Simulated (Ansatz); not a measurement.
**UMP2/STO-3G run of BSiH2F (SMILES B[Si]F)**

What is the vertical electron affinity of BSiH2F at UMP2/STO-3G? 

Program for the calculation: Ansatz 0.2.0.

63 further runs of the same task are left out: 3 that didn't finish, 60 set aside as unsound or not needed.

## Step 1: The molecule

BSiH2F has 5 atoms, charge 0, and is taken as a triplet. SMILES: `B[Si]F`. Geometry: relaxed at GFN2-xTB.

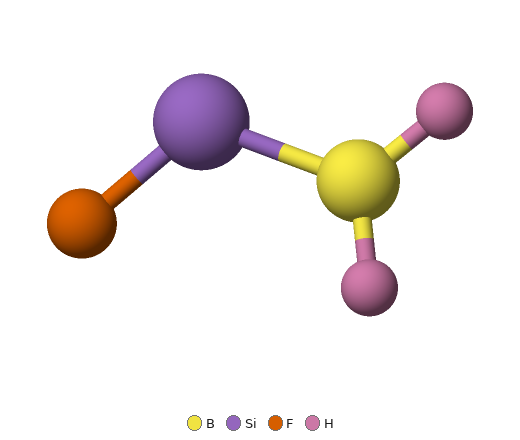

Viewed from a chosen angle; boron yellow, silicon purple, fluorine orange, hydrogen pink.

## Step 2: The energy at UMP2/STO-3G

File in.yaml:

```yaml
crystal:
  periodic: [false, false, false]
  atoms:
    - {symbol: B, position_ang: [0.234950, 0.685700, -0.124130]}
    - {symbol: Si, position_ang: [-0.890020, -0.807470, -0.293660]}
    - {symbol: F, position_ang: [-0.519870, -2.176130, 0.558950]}
    - {symbol: H, position_ang: [-0.000350, 1.667090, -0.717680]}
    - {symbol: H, position_ang: [1.175290, 0.630810, 0.576520]}
basis:
  gaussian:
    orbitals: STO-3G
magnetization:
  spin_polarized: true
  initial_magnetization: 2
correlation:
  method: mp2
  frozen_orbitals: {B: 1, F: 1, H: 0, Si: 5}
accuracy: high
```

Command:

```
ansatz run in.yaml --threads 1 --pin off --max-ram 2610MiB --events-out events.jsonl --progress --plain --runs-dir runs
```

The program printed:

```text
Warning: RAYON_NUM_THREADS=1 ignored (pool sized by the plan → 1); use --threads N
Functional definition: HF
  name "HF"
  exchange = exact_x
  correlation = 0
380 factors; integrals over basis functions are off by at most 1.0e-8 eV
mean field evaluation 1: about -11129.5825 eV, gradient 1.3e1 eV
mean field evaluation 2: about -11129.6303 eV, gradient 1.3e1 eV
mean field evaluation 4: about -11131.5052 eV, gradient 1.9e0 eV
mean field evaluation 8: about -11131.6848 eV, gradient 1.4e-1 eV
mean field evaluation 16: about -11131.6842 eV, gradient 2.5e-8 eV
mean field -11131.68424232 eV, -409.0818505788 hartree, gradient 2.5e-8 eV, S^2 2.004508; 1 other end points of the search recorded, 0 dependent functions left out
7 core orbitals not correlated: weight in the atoms' cores, before any rotation towards them, 1.000 or more for the frozen orbitals, at most 0.000 for the correlated occupied ones
reference -11131.68424232 eV, -409.0818505788 hartree; 9, 7 occupied and 5, 7 virtual orbitals, 380 factors
second order -2.08300822 eV of doubles, -0.00000000 eV of singles
Total energy: -11133.76725054 eV, -409.1583997190 hartree
```

It took 0.18 s on 1 thread of Arm Neoverse V1, shared host.

## Step 3: The doublet anion at the same level

File input.yaml:

```yaml
basis:
  gaussian:
    orbitals: STO-3G
crystal:
  periodic: [false, false, false]
  atoms:
    - {symbol: B, position_ang: [0.234950, 0.685700, -0.124130]}
    - {symbol: Si, position_ang: [-0.890020, -0.807470, -0.293660]}
    - {symbol: F, position_ang: [-0.519870, -2.176130, 0.558950]}
    - {symbol: H, position_ang: [-0.000350, 1.667090, -0.717680]}
    - {symbol: H, position_ang: [1.175290, 0.630810, 0.576520]}
total_charge: -1
magnetization:
  spin_polarized: true
  initial_magnetization: 1
correlation:
  method: mp2
  frozen_orbitals: {B: 1, F: 1, H: 0, Si: 5}
accuracy: high
```

Command:

```
ansatz run input.yaml --threads 1 --pin off --max-ram 2610MiB --events-out events.jsonl --progress --plain --runs-dir runs
```

The program printed (excerpt; [...] marks lines left out):

```text
Warning: RAYON_NUM_THREADS=1 ignored (pool sized by the plan → 1); use --threads N
[... 2 set-up lines as earlier in the session ...]
[...]
380 factors; integrals over basis functions are off by at most 1.0e-8 eV
[...]
mean field -11127.32991205 eV, -408.9218318929 hartree, gradient 1.2e-8 eV, S^2 0.755962; 4 other end points of the search recorded, 0 dependent functions left out
7 core orbitals not correlated: weight in the atoms' cores, before any rotation towards them, 1.000 or more for the frozen orbitals, at most 0.000 for the correlated occupied ones
reference -11127.32991205 eV, -408.9218318929 hartree; 9, 8 occupied and 5, 6 virtual orbitals, 380 factors
second order -2.07998926 eV of doubles, -0.00000000 eV of singles
Total energy: -11129.40990132 eV, -408.9982700884 hartree
```

Wall time 0.28 s (1 thread of Arm Neoverse V1, shared host).

## Step 4: Outcome

Level: UMP2/STO-3G, 7 core orbitals frozen.

| quantity | value |
| --- | --- |
| triplet BSiH2F: total energy | -409.15840 Eh |
| triplet BSiH2F: correlation energy (7 core orbitals frozen) | -76.5 mEh |
| triplet BSiH2F: ⟨S²⟩ of the reference determinant | 2.005 |
| doublet anion: total energy | -408.99827 Eh |
| doublet anion: correlation energy (7 core orbitals frozen) | -76.4 mEh |
| doublet anion: ⟨S²⟩ of the reference determinant | 0.756 |
| vertical electron affinity (to the doublet anion) | -4.357 eV |

In words: The anion lies 4.36 eV (420 kJ/mol) above the neutral: the electron isn't bound at this level, and such a value depends on the basis. Without diffuse functions anions come out too high. In a minimal basis such a difference can be off by several eV, whatever the method.
